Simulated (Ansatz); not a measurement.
```xyz
10

B     0.1116    0.2083    0.2110
C     0.0616    0.2273    1.7974
H    -0.8897   -0.1264    2.2146
H     0.8955   -0.3283    2.2432
H     0.1722    1.2671    2.1418
Cl    1.6629    0.4048   -0.6202
H    -0.8600    0.2671   -0.4814
O    -0.1799   -2.3691    0.4182
H    -1.0764   -2.4064    0.0494
H    -0.3084   -2.0109    1.3277
```

Not at a stationary point (largest force 0.9 eV/Å).

The calculation used RKS B3LYP-D4/6-31G* (Ansatz 0.2.0).

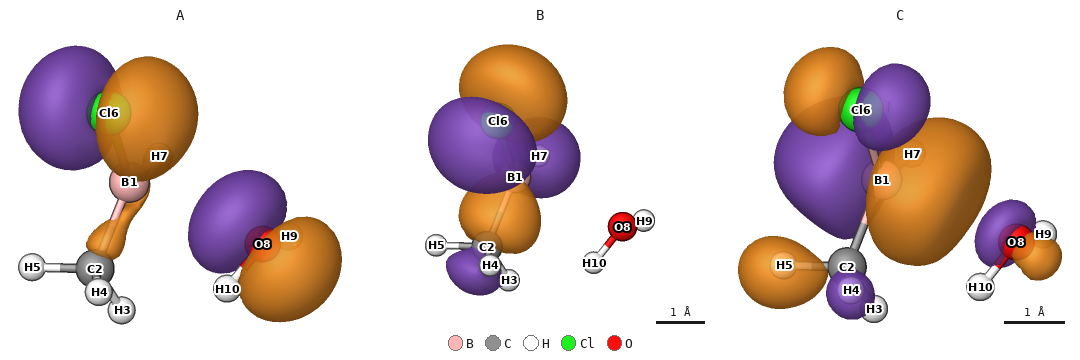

CH$_{4}$BCl···H$_{2}$O. Three frontier orbitals at ±0.1 Å⁻³ᐟ² (orange and purple are the two phases), in no order.

Question: Which picture is the HOMO−1, the HOMO and the LUMO?

Answer: A is the HOMO−1 (−8.50 eV). It lies mainly on O8 (about 50 %) and Cl6 (about 40 %); largely a combination of lone pairs on O8 and Cl6. B is the HOMO (−7.81 eV). It lies mainly on Cl6 (about 65 %), B1 (about 10 %), C2 (about 10 %) and H7 (about 10 %); largely a lone pair of Cl6. C is the LUMO (−0.64 eV). Its weight (Hirshfeld) is mainly on B1 (about 55 %), Cl6 (about 15 %), C2 (about 10 %), O8 (about 5 %) and H7 (about 5 %).

Question: What is the HOMO–LUMO gap?

Answer: 7.17 eV between the orbital energies.
